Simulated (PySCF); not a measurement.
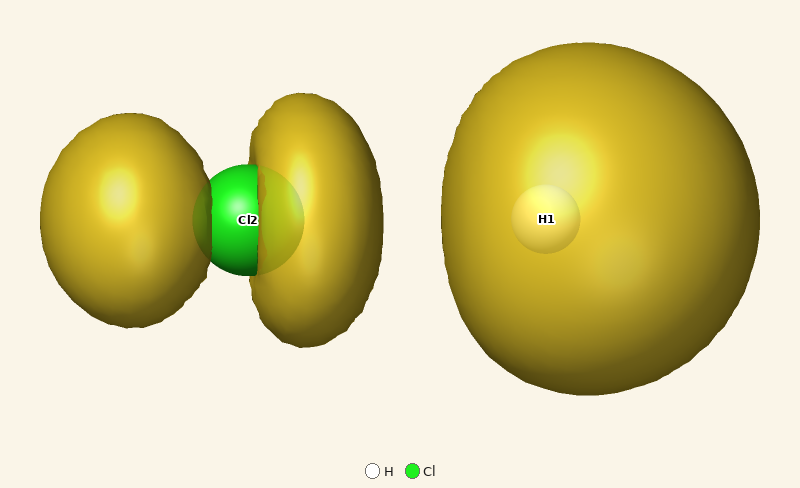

Figure. HCl (charge −1, doublet). Isosurface of the spin density at +0.02 e/Å³ (yellow), seen from one side.

The calculation used PBE0/def2-TZVPPD, non-relativistic Hamiltonian with scalar-relativistic core potentials where named, at a bond length of 2.068 Å in PySCF.

**Describe the spin distribution.**

The unpaired spin (1 electron) lies mostly on H1 (about 0.8) and Cl2 (about 0.2), in electrons by Hirshfeld's partition.
